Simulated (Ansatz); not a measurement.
**How basis sets differ on C2H6BClSi (SMILES BC1C[SiH]1Cl)**

C2H6BClSi has 11 atoms, charge 0, and is taken as a singlet. As SMILES, `BC1C[SiH]1Cl`. The shape is that of a PBE0-D4/def2-TZVP optimisation.

Quantity: the dipole moment, in D. The values are calculated.

```json
{"level": "HF/STO-3G", "kind": "Hartree–Fock", "program": "Ansatz", "value (D)": "2.99"}
{"level": "HF/3-21G", "kind": "Hartree–Fock", "program": "Ansatz", "value (D)": "2.89"}
{"level": "HF/6-31G* (spherical functions)", "kind": "Hartree–Fock", "program": "Ansatz", "value (D)": "2.36"}
{"level": "HF/def2-SVP", "kind": "Hartree–Fock", "program": "Ansatz", "value (D)": "2.14"}
```

The values span 2.14 to 2.99 D. Sets without polarisation functions give poor dipoles.

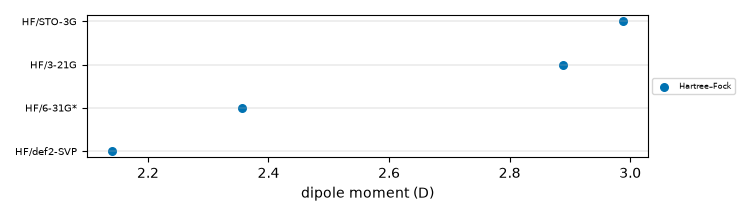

The values of the table, level by level.
